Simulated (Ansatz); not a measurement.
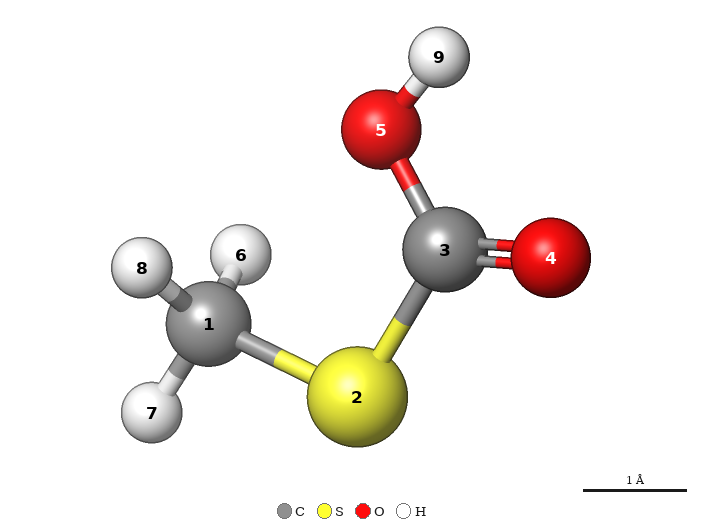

Computed geometry: PBE-D4/def2-SVP optimisation. No frequency run is at hand to confirm it as a minimum.

Give the bond lengths.

```json
{"bond": "C1–S2", "length (Å)": "1.824", "order": "single"}
{"bond": "C1–H6", "length (Å)": "1.106", "order": "single"}
{"bond": "C1–H7", "length (Å)": "1.107", "order": "single"}
{"bond": "C1–H8", "length (Å)": "1.106", "order": "single"}
{"bond": "S2–C3", "length (Å)": "1.781", "order": "single"}
{"bond": "C3–O4", "length (Å)": "1.212", "order": "double"}
{"bond": "C3–O5", "length (Å)": "1.360", "order": "single"}
{"bond": "O5–H9", "length (Å)": "0.982", "order": "single"}
```
